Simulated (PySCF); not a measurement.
C₂H₄S, SMILES `C1SC1`.

Level of theory: def2-SVPD basis (PySCF), at a geometry from GFN2-xTB. No frequency check shows the geometry to be a minimum. GFN2-xTB bond lengths at metals and heavier atoms can be off by up to 0.1 Å and shapes distorted, which carries into these values.

Input

```python
import numpy as np
from pyscf import gto, scf, mcscf

mol = gto.M(atom='''
C      0.78657    -0.74008     0.00002
S     -0.85350    -0.00001    -0.00002
C      0.78659     0.74005     0.00002
H      1.05422    -1.25982     0.90983
H      1.05450    -1.25961    -0.90978
H      1.05402     1.25999     0.90983
H      1.05431     1.25978    -0.90978
''', basis='def2-svpd', charge=0, spin=0, verbose=4)
# stretch the bond between atoms 1 and 5, from long to short, fragments rigid
a, b, move = 0, 4, [4]
xyz = mol.atom_coords(unit='Angstrom')
u = xyz[b] - xyz[a]
r0 = np.linalg.norm(u)
rows, last, dm_u = [], None, None
for r in [3.0, 2.35, 1.93, 1.66, 1.44, 1.28, 1.18, 1.07, 0.98]:
    new = xyz.copy()
    new[move] += u / r0 * (r - r0)
    m = mol.set_geom_(new, unit='Angstrom', inplace=False)
    rhf = scf.RHF(m).density_fit(auxbasis='def2-universal-jkfit').run()
    uhf = scf.UHF(m).density_fit(auxbasis='def2-universal-jkfit').newton()
    if dm_u is None:
        c = rhf.mo_coeff
        h = m.nelectron // 2 - 1
        ca, cb = c.copy(), c.copy()
        ca[:, h], cb[:, h] = (c[:, h] + c[:, h + 1]) / 2**.5, (c[:, h] - c[:, h + 1]) / 2**.5
        dm_u = np.array([x[:, :h + 1] @ x[:, :h + 1].T for x in (ca, cb)])
    uhf.kernel(dm0=dm_u)
    for _ in range(3):
        c, _, stable, _ = uhf.stability(return_status=True)
        if stable:
            break
        uhf.kernel(c, uhf.mo_occ)
    dm_u = uhf.make_rdm1()
    mc = mcscf.CASSCF(rhf, 2, 2)
    mc.natorb = True
    mc.fix_spin_(ss=0)
    guess = mcscf.addons.make_natural_orbitals(uhf)[1] if last is None else mcscf.project_init_guess(mc, last.mo_coeff, last.mol)
    mc.kernel(guess)
    last = mc
    act = slice(mc.ncore, mc.ncore + mc.ncas)
    print('r %.3f  RHF %.6f  UHF %.6f  <S^2> %.3f  CASSCF %.6f  occupations' % (r, rhf.e_tot, uhf.e_tot, uhf.spin_square()[0], mc.e_tot), mc.mo_occ[act].round(4))
    rows.append((new, rhf.e_tot, uhf.e_tot, uhf.spin_square()[0], mc.e_tot, mc.mo_occ[act], mc.mo_coeff[:, act], dm_u[0] - dm_u[1], rhf.converged and uhf.converged and mc.converged))
    np.savez('result.npz', **{k: [row[i] for row in rows] for i, k in enumerate('xyz rhf uhf s2 cas occ c spin ok'.split())})
```

Command:

```sh
OMP_NUM_THREADS=1 python input.py
```

The run took 5.2 min on 1 thread of Arm Neoverse V2, with other jobs on the host, peak memory 0.24 GiB.

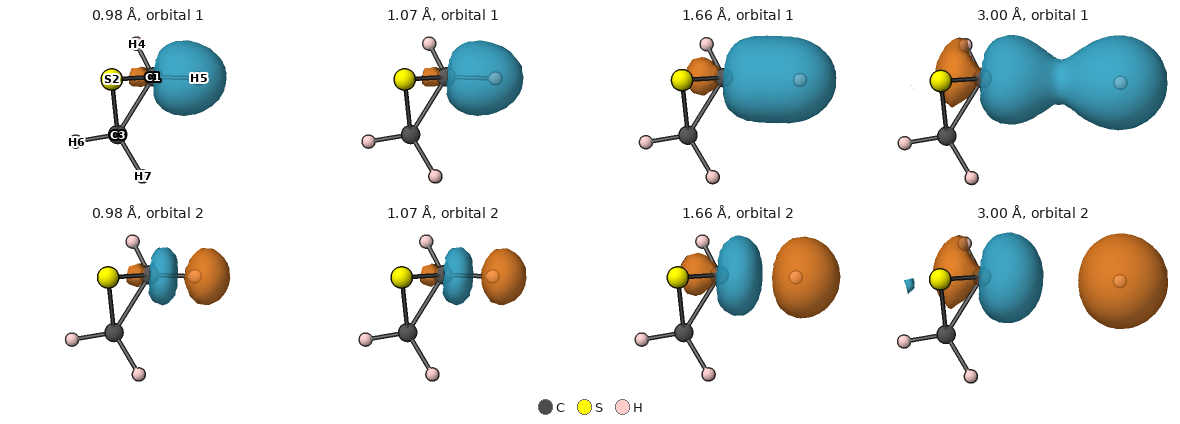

Rigid stretch of the C1–H5 bond. The two CASSCF(2,2) natural orbitals nearest half filling (orbital 1 the more occupied).

Question: How do the occupations change along the stretch?

Answer: 0.98 Å: 1.99 and 0.01; 1.07 Å: 1.98 and 0.02; 1.66 Å: 1.91 and 0.09; 3.00 Å: 1.28 and 0.72. At the longest distance computed (3.00 Å) they are 1.28 and 0.72, and the effective number of unpaired electrons is 1.7.

Question: Where does the UHF solution part from RHF?

Answer: Between 1.44 Å (⟨S²⟩ = 0, the two coincide) and 1.66 Å (⟨S²⟩ = 0.06); at 3.00 Å ⟨S²⟩ is 1.00 and UHF lies 3.4 eV below RHF.

Question: How much energy does the stretch cost?

Answer: By CASSCF, 4.4 eV from the lowest point of the scan (1.07 Å) to 3.00 Å; RHF gives 7.3 eV from its own lowest point. The fragments aren't relaxed and dynamic correlation is missing, so this isn't a bond dissociation energy.
